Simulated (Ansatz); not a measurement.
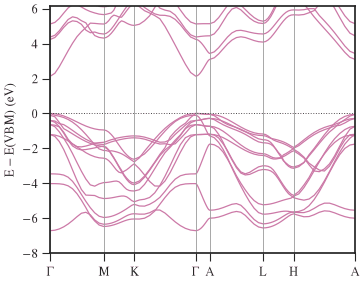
Band structure from DFT-PBE in the program Ansatz with PAW potentials

Read off the gap and where the band edges lie.

About 2.1 eV (2.14 eV by a search for the band edges); maximum at Γ, minimum at Γ.

The material is AlGa$_{3}$N$_{4}$ in space group P3m1 (No. 156; Pearson symbol hP8).

The start of the workflow was typed in or built on a structure type; neither database checked (COD, Materials Project) lists it. Its standing as an ambient phase is unchecked. The cell was relaxed with PBE under the symmetry of its start; whether a distortion lowers the energy is not shown. Spin–orbit coupling is left out wherever it is not named.

Potentials: the earlier of the program's two PAW sets.
